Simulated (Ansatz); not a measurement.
**Frozen-phonon scan for PbTe (rock salt)**

PbTe (rock salt)

```yaml
crystal:
  lattice:
    - [0.00000, 6.56902, 6.56902]
    - [3.28451, 0.00000, 3.28451]
    - [3.28451, 3.28451, 0.00000]
  atoms:
    - { symbol: Te, position: [0.00000, 0.00000, 0.00000] }
    - { symbol: Te, position: [0.50000, 0.00000, 0.00000] }
    - { symbol: Pb, position: [0.25000, 0.50000, 0.50000] }
    - { symbol: Pb, position: [0.75000, 0.50000, 0.50000] }
```

A phonon eigenvector at L = (0.5, 0.0, 0.0) is frozen into this cell: atom i moves by Q times the vector below, so Q is the largest atomic displacement, in Å. The cell is held. (q is in reciprocal vectors of the primitive cell; the cell shown is doubled to hold the pattern.)

| atom | x | y | z |
|---|---|---|---|
| Te1 | -0.577 | 0.577 | 0.577 |
| Te2 | 0.577 | -0.577 | -0.577 |

Atoms not listed stay in place.

Level of theory: PBE (plane waves to 420 eV, PAW, scalar-relativistic; Ansatz, a program for electronic structure). k mesh 9×9×9 (Γ-centred), Fermi-Dirac smearing 0.05 eV. Energies are smeared free energies. Stress and pressure are positive under compression. PbTe was relaxed with its symmetry unable to fall. Spin-orbit coupling is left out, though Pb and Te are heavy. ΔE is measured from the undisplaced structure.

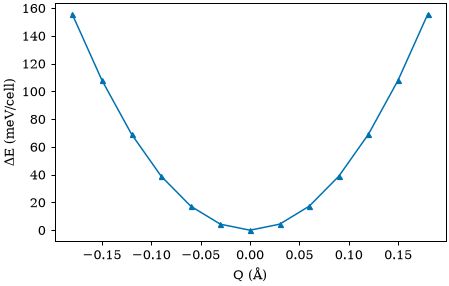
Figure. ΔE (meV/cell) against Q (Å); one marker a computed point.

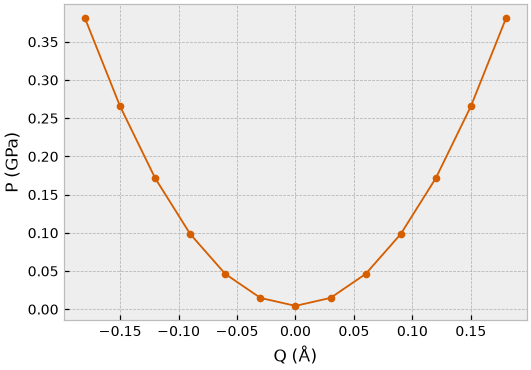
Figure. P (GPa) against Q (Å); computed points joined by lines.

The energy at Q = 0.180 Å is 155.6 meV/cell. Shape of the curve: a single well with its minimum at or next to zero displacement. Space group of the distorted cell: R-3m (No. 166), lowered from Fm-3m. Wavenumber by perturbation theory (DFPT, on another k mesh): 101 cm⁻¹. Harmonic wavenumber from the curvature (finite differences): 101 cm⁻¹.

E″ = 9.62 eV/Å², M = Σ mᵢ|uᵢ|² = 255.2 u, ν̃ = 521.5·√(|E″|/M).

(For displaced atoms, the force is minus the slope of the energy, and its curvature is a force constant, which sets phonon frequencies.)
